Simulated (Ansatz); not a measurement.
```xyz
9

C    -3.2372    0.2551    1.0758
C    -2.5337   -0.1793    0.0001
C    -1.8446   -1.3705    0.4557
C    -2.2121   -1.5168    1.7534
F    -4.0387    1.2750    1.2666
F    -1.9116   -2.4019    2.6729
O    -3.0594   -0.5408    2.1564
H    -2.5027    0.2772   -0.9850
H    -1.1766   -2.0151   -0.1083
```

Geometry: B3LYP-D3(BJ)/def2-SVP.

Theory: isolated molecule in a Gaussian basis; Kohn-Sham density functional theory, functional PBE0 in Ansatz.

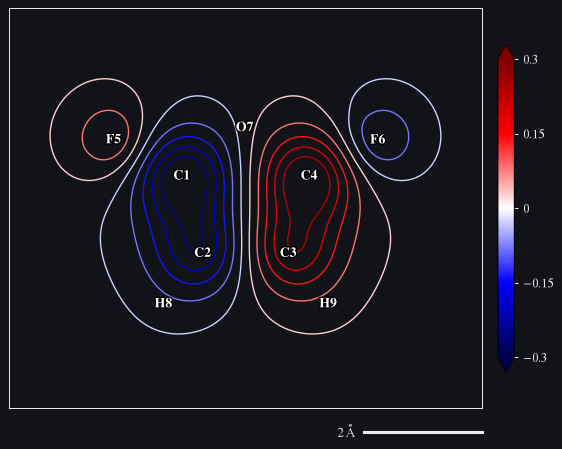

C$_{4}$H$_{2}$F$_{2}$O (SMILES Fc1ccc(F)o1). The HOMO on a plane 0.8 Å above the molecular plane (values in Å⁻³ᐟ²; the overall sign is arbitrary).

What is the character of this orbital?

Its weight (Hirshfeld) is mainly on C1 (about 25 %), C4 (about 25 %), C2 (about 15 %), C3 (about 15 %), F5 (about 10 %) and F6 (about 10 %); it changes sign across the molecular plane (π type); π-bonding across C1–C2 and C3–C4; π-antibonding (a node) across C1–F5, C2–C3 and C4–F6. Its energy is −6.78 eV.
